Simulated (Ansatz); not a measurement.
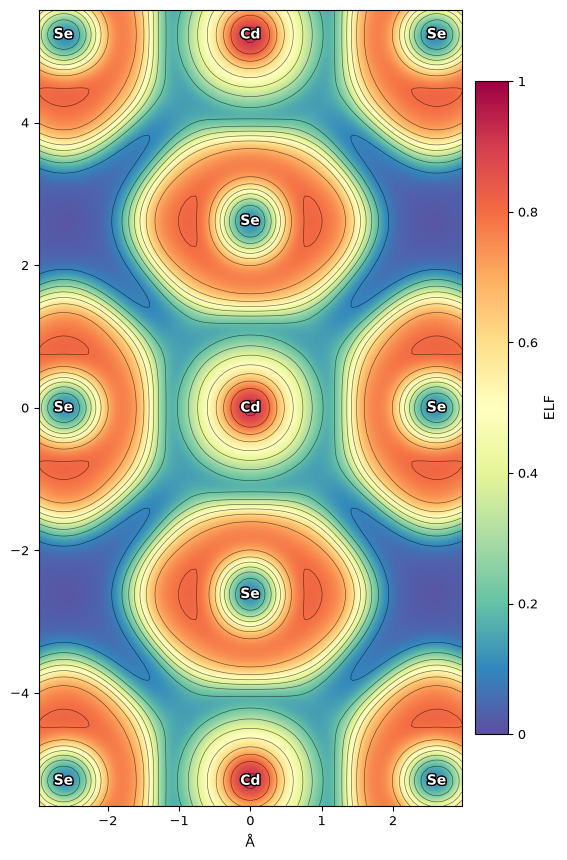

Figure. Cd₂Se₃. Electron localisation function on the (001) plane of the conventional cell.

Space group Pm-3m; a structure generated by program, which may or may not match a known phase.

These are results of DFT PBE, scalar-relativistic, plane waves, PAW (Ansatz 0.2.0), not measurements.

Core electrons are frozen (PAW), and the valence fields are smoothed inside the atomic spheres.

Interpret the plot.

Atoms in the plane: Cd and Se. Cd–Se (2.62 Å): the ELF is about 0.35 at the midpoint and 0.20 at its lowest between the atoms. The ELF also peaks beside Se, away from the bonds: lone-pair regions. The features right at Cd lie inside the PAW spheres, where the map follows smoothed inner orbitals and isn't to be read closely.
